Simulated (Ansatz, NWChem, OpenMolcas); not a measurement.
Computed against measured: atomisation enthalpy at 298 K

6 molecules holding an element past argon; the atomisation enthalpy at 298 K in kJ/mol, computed less measured. Shapes, held fixed at every level: PBE0-D4/def2-TZVP. Flexible molecules stand in one conformer, not always the lowest. Thermal terms are harmonic and unscaled (PBE/def2-SVP, PBE0-D4/def2-TZVP); the spin-orbit lowering of the free atoms is taken from their spectra. Programs: Ansatz 0.2.0, NWChem 7.3.0, OpenMolcas 26.06. A level may come from different programs for different species; with the same settings they agree closely. Measured values: Active Thermochemical Tables, CRC Handbook of Chemistry and Physics, NIST-JANAF tables.

Levels: A = revPBE/def2-SVP; B = r2SCAN/def2-SVP; C = wB97M-V/def2-TZVPP.

```tsv
molecule	from tabulated heats	A	B	C
BI3 (SMILES IB(I)I)	819	+28	+70	+14
SiH2Br2 (dibromosilane)	1300	-74	-8	-3
CH2I2 (SMILES ICI)	1247	-38	-11	-19
CHBr2Cl (chlorodibromomethane)	1283	-29	+1	-15
C2H3I (vinyl iodide)	2064	-25	-1	-13
C3H7I (1-iodopropane)	3813	-63	+18	-1
```

(1) Sum up the errors.

Results:

(1) 
```tsv
level	kind	mean error	mean absolute error	worst case
revPBE/def2-SVP	GGA	-33.5	42.8	SiH2Br2
r2SCAN/def2-SVP	meta-GGA	+11.5	18.2	BI3
wB97M-V/def2-TZVPP	range-separated hybrid	-6.2	10.8	CH2I2
```

On this set wB97M-V/def2-TZVPP has the smallest mean absolute error and revPBE/def2-SVP the largest. revPBE/def2-SVP is too low in 5 of 6; r2SCAN/def2-SVP is too low in 3 of 6; wB97M-V/def2-TZVPP is too low in 5 of 6. The heats of C3H7I (1-iodopropane) come from older tables and can be uncertain by 10 kJ/mol or more. The molecules' own spin-orbit lowering is left out, so errors for iodides read a little too negative. Heats of the atoms come from ATcT where it has them, that of boron, 570 kJ/mol, from recent work. The levels differ in basis as well as in method. With so many references in doubt the order of the levels isn't settled. The tabulated values of BI3, SiH2Br2, CH2I2 are in doubt (older tables, estimates, or at odds with other calculations) and kept here. Over the 3 molecules whose values aren't doubted the mean absolute errors are A 39.0; B 6.7; C 9.7. For atoms past krypton def2 sets carry core potentials with scalar relativity. Relativity is left out for Br. The set is small.

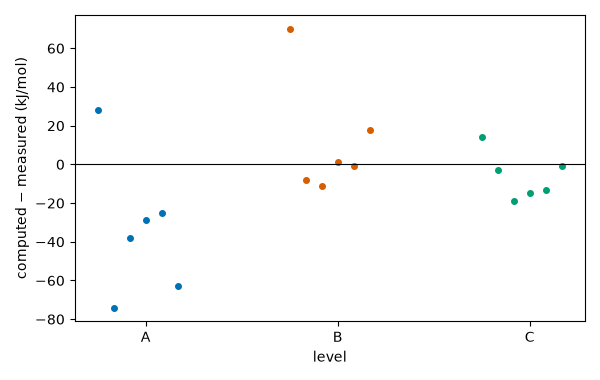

Errors of each level, one point a molecule.
